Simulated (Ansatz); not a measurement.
System: C$_{2}$H$_{7}$AlS.

```xyz
11

C    -0.7149    1.1941   -0.6503
C    -0.4906   -0.1091    0.0838
Al    1.1356   -0.4286    1.1389
S     0.4234   -1.2912   -1.0564
H     0.2275    1.6464   -0.9721
H    -1.1933    1.9047    0.0291
H    -1.3548    1.0842   -1.5317
H    -1.4274   -0.5944    0.3532
H     1.1468   -1.6393    2.1651
H     2.3158    0.6163    0.9665
H    -0.0030   -2.4400   -0.5054
```

Geometry: PBE0-D4/def2-TZVP.

Method: RKS PBE0-D4/def2-TZVPP in Ansatz 0.2.0.

Question: What will maps of the electron density and electron localisation function show?

Answer: C–S (1.88 Å): ρ is about 1.1 e/Å³ halfway; the ELF peaks at about 0.90 between the atoms: a shared electron pair.
C–Al (1.96 Å): ρ is about 0.69 e/Å³ halfway; the ELF peaks at about 0.95 between the atoms (a polar covalent bond).
Al–S (2.46 Å): ρ at the midpoint is about 0.4 e/Å³; the ELF peaks at about 0.80 in the valence shell of S, 0.9 Å from its nucleus, and is about 0.60 at the midpoint.

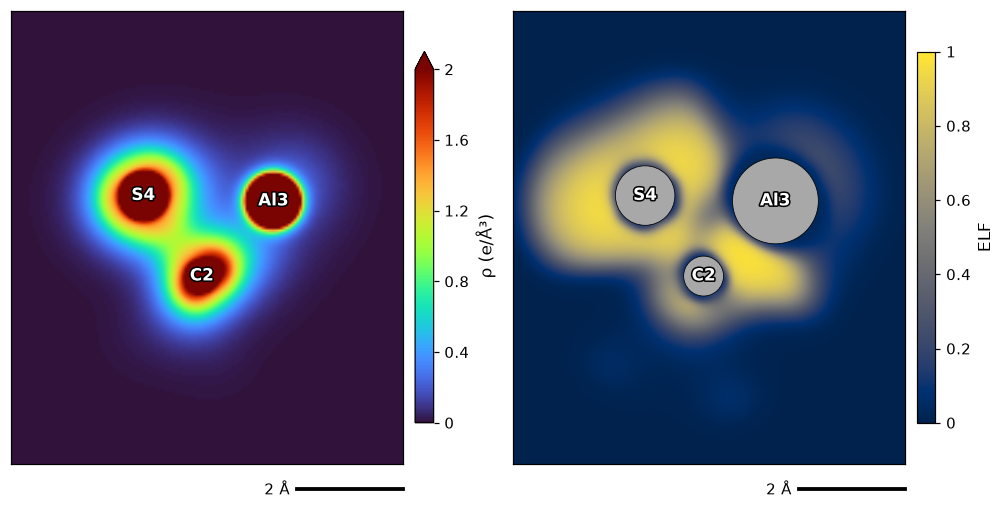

Computed electron density and electron localisation function on the plane of atoms Al3, C2 and S4, in this order. Grey discs cover the atomic cores in the ELF map. 
